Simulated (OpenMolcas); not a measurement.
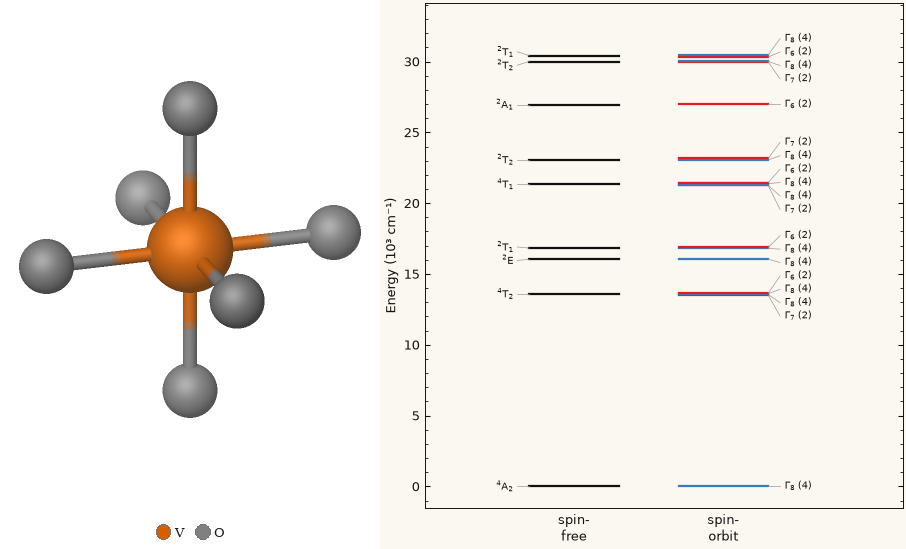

V²⁺ (3d³) as a dopant in CaO, a cluster with its 6 nearest O²⁻ at 2.153 Å (octahedron) embedded in model potentials and point charges; the geometry was set, not optimised, and its levels. Labels give the representation in O, Td, D4 or D3 as the site allows (double group for half-integer spin) where it could be assigned and, in brackets, the degeneracy; spin-free states, where drawn, share the zero of the spin-orbit levels. Level of the calculation: state-averaged CASSCF, active space 3 electrons in the shell 3d, basis ANO-RCC-VDZP on all atoms, DKH2 scalar Hamiltonian, spin-orbit coupling by RASSI with atomic mean-field integrals (OpenMolcas).

**Give the ground level, the first gap and the ligand-field bands.**

The ground level is Γ₈, 4-fold degenerate, 100 % from states of spin multiplicity 4. The next level lies at 13,500 cm⁻¹ (Γ₇). The lowest spin-free state is ⁴A₂; of the same spin there follow at 13,600 cm⁻¹ (⁴T₂) and 21,300 cm⁻¹ (⁴T₁) above it. A ligand-field fit to the spin-free states gives |10Dq| = 14,000 cm⁻¹, B = 894 and C = 3,310 cm⁻¹ (rms misfit 200 cm⁻¹). The active orbitals hold 91 to 96 % metal character (Löwdin), and the Mulliken charge of the metal is +1.90.

Limits of the model: the geometry is set by hand, with no relaxation and no charge compensation.
